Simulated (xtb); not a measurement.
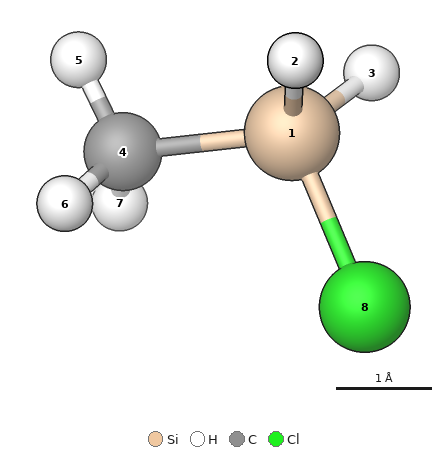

Fig. 1: The input geometry (ball-and-stick view, seen at a tilt; atoms are numbered from 1 in the order of the input). Bond lengths as drawn: Cl–Si 2.02 Å, C–H 1.09 Å, C–Si 1.90 Å and H–Si 1.46 Å.

**Geometry relaxation of CH5ClSi (part 1 of 4)**

CH5ClSi, SMILES [H][Si]([H])(C)Cl, computed with GFN2-xTB (xtb 6.7.1).

The geometry comes from this level: GFN2-xTB.

**Output**
```
* xtb version 6.7.1
   ID    Z sym.   atoms
    1   14 Si     1
    2    1 H      2, 3, 5-7
    3    6 C      4
    4   17 Cl     8

           -------------------------------------------------
          |                Calculation Setup                |
           -------------------------------------------------

          program call               : xtb mol.xyz --gfn2 --ohess vtight
          coordinate file            : mol.xyz
          omp threads                :                     1

           -------------------------------------------------
          |                 G F N 2 - x T B                 |
           -------------------------------------------------

      * Hamiltonian:
        H0-scaling (s, p, d)           1.850000    2.230000    2.230000
        zeta-weighting                 0.500000
      * Dispersion:
        s8                             2.700000
        a1                             0.520000
        a2                             5.000000
        s9                             5.000000
      * Repulsion:
        kExp                           1.500000    1.000000
        rExp                           1.000000
      * Coulomb:
        alpha                          2.000000
        third order                    shell-resolved
        anisotropic                    true
        a3                             3.000000
        a5                             4.000000
        cn-shift                       1.200000
        cn-exp                         4.000000
        max-rad                        5.000000

          ...................................................
          :                      SETUP                      :
          :.................................................:
          :  # basis functions                  29          :
          :  # atomic orbitals                  27          :
          :  # shells                           13          :
          :  # electrons                        20          :
          :  max. iterations                   250          :
          :  Hamiltonian                  GFN2-xTB          :
          :  restarted?                      false          :
          :  GBSA solvation                  false          :
          :  PC potential                    false          :
          :  electronic temp.          300.0000000     K    :
          :  accuracy                    1.0000000          :
          :  -> integral cutoff          0.2500000E+02      :
          :  -> integral neglect         0.1000000E-07      :
          :  -> SCF convergence          0.1000000E-05 Eh   :
          :  -> wf. convergence          0.1000000E-03 e    :
          :  Broyden damping             0.4000000          :
          :  net charge                          0          :
          :  unpaired electrons                  0          :
          ...................................................

 iter      E             dE          RMSdq      gap      omega  full diag
   1    -11.0097298 -0.110097E+02  0.648E+00    7.00       0.0  T
   2    -11.0940126 -0.842828E-01  0.190E+00    5.77       1.0  T
   3    -11.0978097 -0.379713E-02  0.217E+00    6.35       1.0  T
   4    -11.1012366 -0.342688E-02  0.106E+00    6.17       1.0  T
   5    -11.1008425  0.394055E-03  0.793E-01    6.21       1.0  T
   6    -11.1013717 -0.529211E-03  0.130E-01    6.12       1.0  T
   7    -11.1013897 -0.179378E-04  0.533E-02    6.10       1.0  T
   8    -11.1013923 -0.259288E-05  0.286E-02    6.10       1.2  T
   9    -11.1013942 -0.191494E-05  0.208E-02    6.10       1.7  T
  10    -11.1013954 -0.123239E-05  0.107E-02    6.10       3.3  T
  11    -11.1013956 -0.218084E-06  0.500E-03    6.10       7.1  T
  12    -11.1013957 -0.349424E-07  0.226E-03    6.10      15.6  T
  13    -11.1013957 -0.185330E-07  0.918E-04    6.10      38.5  T
  14    -11.1013957 -0.277979E-08  0.256E-04    6.10     138.2  T

   *** convergence criteria satisfied after 14 iterations ***

         #    Occupation            Energy/Eh            Energy/eV
      -------------------------------------------------------------
         1        2.0000           -1.0515179             -28.6133
       ...           ...                  ...                  ...
         4        2.0000           -0.4798335             -13.0569
         5        2.0000           -0.4795043             -13.0480
         6        2.0000           -0.4512775             -12.2799
         7        2.0000           -0.4501678             -12.2497
         8        2.0000           -0.4425076             -12.0412
         9        2.0000           -0.4220668             -11.4850
        10        2.0000           -0.4136718             -11.2566 (HOMO)
        11                         -0.1894931              -5.1564 (LUMO)
        12                         -0.1773995              -4.8273
        13                         -0.1617419              -4.4012
        14                         -0.0583212              -1.5870
        15                         -0.0490612              -1.3350
       ...                                ...                  ...
        27                          0.7599083              20.6782
      -------------------------------------------------------------
                  HL-Gap            0.2241787 Eh            6.1002 eV
             Fermi-level           -0.3015824 Eh           -8.2065 eV

 SCC (total)                   0 d,  0 h,  0 min,  0.006 sec
 SCC setup                      ...        0 min,  0.000 sec (  1.263%)
 Dispersion                     ...        0 min,  0.000 sec (  0.518%)
 classical contributions        ...        0 min,  0.000 sec (  0.248%)
 integral evaluation            ...        0 min,  0.001 sec ( 15.392%)
 iterations                     ...        0 min,  0.004 sec ( 59.678%)
 molecular gradient             ...        0 min,  0.001 sec ( 20.641%)
 printout                       ...        0 min,  0.000 sec (  2.062%)

         :::::::::::::::::::::::::::::::::::::::::::::::::::::
         ::                     SUMMARY                     ::
         :::::::::::::::::::::::::::::::::::::::::::::::::::::
         :: total energy             -11.011551061696 Eh    ::
         :: gradient norm              0.000688567775 Eh/a0 ::
         :: HOMO-LUMO gap              6.100213445691 eV    ::
         ::.................................................::
         :: SCC energy               -11.101393947491 Eh    ::
         :: -> isotropic ES            0.020397078337 Eh    ::
         :: -> anisotropic ES          0.001834271348 Eh    ::
         :: -> anisotropic XC          0.003787218119 Eh    ::
         :: -> dispersion             -0.004092502271 Eh    ::
         :: repulsion energy           0.089842885794 Eh    ::
         :: add. restraining           0.000000000000 Eh    ::
         :: total charge              -0.000000000000 e     ::
         :::::::::::::::::::::::::::::::::::::::::::::::::::::

      -----------------------------------------------------------
     |                   =====================                   |
     |                        A N C O P T                        |
     |                   =====================                   |
     |               Approximate Normal Coordinate               |
     |                Rational Function Optimizer                |
      -----------------------------------------------------------
      -----------------------------------------------------------
     |                   =====================                   |
     |                        A N C O P T                        |
     |                   =====================                   |
     |               Approximate Normal Coordinate               |
     |                Rational Function Optimizer                |
      -----------------------------------------------------------

          ...................................................
          :                      SETUP                      :
          :.................................................:
          :   optimization level         verytight          :
          :   max. optcycles                   200          :
          :   ANC micro-cycles                  20          :
          :   degrees of freedom                18          :
          :.................................................:
          :   RF solver                   davidson          :
          :   write xtbopt.log                true          :
          :   linear?                        false          :
          :   energy convergence         0.1000000E-06 Eh   :
          :   grad. convergence          0.2000000E-03 Eh/α :
          :   maxmium RF displ.          1.0000000          :
          :   Hlow (freq-cutoff)         0.1000000E-01      :
          :   Hmax (freq-cutoff)         5.0000000          :
          :   S6 in model hess.         20.0000000          :
          ...................................................

generating ANC from exact Hessian ...
Using Lindh-Hessian (1995)
 Shifting diagonal of input Hessian by    5.3272141040880761E-003
 Lowest  eigenvalues of input Hessian
    0.000000    0.000000    0.000000    0.000000    0.000000    0.000000
    0.010000    0.011415    0.016859    0.018452    0.020924    0.027822
    0.047819    0.047892    0.104091    0.126393    0.127241    0.237295
 Highest eigenvalues
    0.418108    0.508813    0.606013    0.937617    1.078489    1.082254

........................................................................
.............................. CYCLE    1 ..............................
........................................................................

 iter      E             dE          RMSdq      gap      omega  full diag
   1    -11.1013957 -0.111014E+02  0.849E-05    6.10       0.0  T
   2    -11.1013957 -0.728484E-11  0.615E-05    6.10     575.1  T
   3    -11.1013957 -0.327383E-11  0.518E-05    6.10     682.6  T
     SCC iter.                  ...        0 min,  0.001 sec
     gradient                   ...        0 min,  0.001 sec
 * total energy  :   -11.0115511 Eh     change       -0.1877183E-09 Eh
   gradient norm :     0.0006882 Eh/α   predicted     0.0000000E+00 (-100.00%)
   displ. norm   :     0.0181192 α      lambda       -0.2153055E-05
   maximum displ.:     0.0175125 α      in ANC's #1, #4, #5, ...

........................................................................
.............................. CYCLE    2 ..............................
........................................................................

 iter      E             dE          RMSdq      gap      omega  full diag
   1    -11.1014065 -0.111014E+02  0.136E-02    6.10       0.0  T
   2    -11.1014065 -0.160905E-07  0.862E-03    6.10       4.1  T
   3    -11.1014065 -0.516525E-08  0.191E-03    6.10      18.5  T
   4    -11.1014065 -0.165575E-08  0.105E-03    6.10      33.6  T
   5    -11.1014065 -0.602414E-09  0.634E-04    6.10      55.8  T
   6    -11.1014065 -0.914868E-09  0.484E-04    6.10      73.0  T
     SCC iter.                  ...        0 min,  0.001 sec
     gradient                   ...        0 min,  0.002 sec
 * total energy  :   -11.0115534 Eh     change       -0.2382812E-05 Eh
   gradient norm :     0.0001624 Eh/α   predicted    -0.1076166E-05 ( -54.84%)
   displ. norm   :     0.0183941 α      lambda       -0.1448407E-05
   maximum displ.:     0.0175244 α      in ANC's #1, #4, #5, ...

........................................................................
.............................. CYCLE    3 ..............................
........................................................................

 iter      E             dE          RMSdq      gap      omega  full diag
   1    -11.1014262 -0.111014E+02  0.148E-02    6.10       0.0  T
   2    -11.1014262 -0.594504E-08  0.983E-03    6.10       3.6  T
   3    -11.1014262 -0.565830E-08  0.154E-03    6.10      23.0  T
   4    -11.1014262 -0.923446E-09  0.436E-04    6.10      81.0  T
   5    -11.1014262 -0.169210E-09  0.375E-04    6.10      94.2  T
     SCC iter.                  ...        0 min,  0.001 sec
     gradient                   ...        0 min,  0.001 sec
 * total energy  :   -11.0115551 Eh     change       -0.1661133E-05 Eh
   gradient norm :     0.0003735 Eh/α   predicted    -0.7253581E-06 ( -56.33%)
   displ. norm   :     0.0142554 α      lambda       -0.9825219E-06
   maximum displ.:     0.0141746 α      in ANC's #1, #5, #3, ...

........................................................................
.............................. CYCLE    4 ..............................
........................................................................

 iter      E             dE          RMSdq      gap      omega  full diag
   1    -11.1014227 -0.111014E+02  0.625E-03    6.10       0.0  T
   2    -11.1014227 -0.946804E-09  0.400E-03    6.10       8.8  T
   3    -11.1014227 -0.528834E-09  0.551E-04    6.10      64.2  T
   4    -11.1014227 -0.304912E-10  0.287E-04    6.10     123.4  T
     SCC iter.                  ...        0 min,  0.001 sec
     gradient                   ...        0 min,  0.002 sec
 * total energy  :   -11.0115564 Eh     change       -0.1335862E-05 Eh
   gradient norm :     0.0002903 Eh/α   predicted    -0.4921042E-06 ( -63.16%)
   displ. norm   :     0.0133872 α      lambda       -0.8421512E-06
   maximum displ.:     0.0131467 α      in ANC's #1, #3, #2, ...

........................................................................
.............................. CYCLE    5 ..............................
........................................................................

 iter      E             dE          RMSdq      gap      omega  full diag
   1    -11.1014213 -0.111014E+02  0.703E-03    6.10       0.0  T
   2    -11.1014213 -0.990360E-09  0.451E-03    6.10       7.8  T
   3    -11.1014213 -0.686386E-09  0.793E-04    6.10      44.6  T
   4    -11.1014213 -0.833911E-10  0.407E-04    6.10      86.8  T
     SCC iter.                  ...        0 min,  0.001 sec
     gradient                   ...        0 min,  0.001 sec
 * total energy  :   -11.0115575 Eh     change       -0.1096158E-05 Eh
   gradient norm :     0.0000865 Eh/α   predicted    -0.4220040E-06 ( -61.50%)
   displ. norm   :     0.0118315 α      lambda       -0.5934813E-06
   maximum displ.:     0.0117292 α      in ANC's #1, #3, #5, ...

........................................................................
.............................. CYCLE    6 ..............................
........................................................................

 iter      E             dE          RMSdq      gap      omega  full diag
   1    -11.1014213 -0.111014E+02  0.555E-03    6.10       0.0  T
   2    -11.1014213 -0.121079E-08  0.342E-03    6.10      10.4  T
   3    -11.1014213 -0.436618E-09  0.446E-04    6.10      79.2  T
   4    -11.1014213 -0.462652E-10  0.277E-04    6.10     127.5  T
     SCC iter.                  ...        0 min,  0.001 sec
     gradient                   ...        0 min,  0.001 sec
 * total energy  :   -11.0115583 Eh     change       -0.7748364E-06 Eh
   gradient norm :     0.0001497 Eh/α   predicted    -0.2983643E-06 ( -61.49%)
   displ. norm   :     0.0102003 α      lambda       -0.4501960E-06
   maximum displ.:     0.0099731 α      in ANC's #1, #4, #3, ...
```
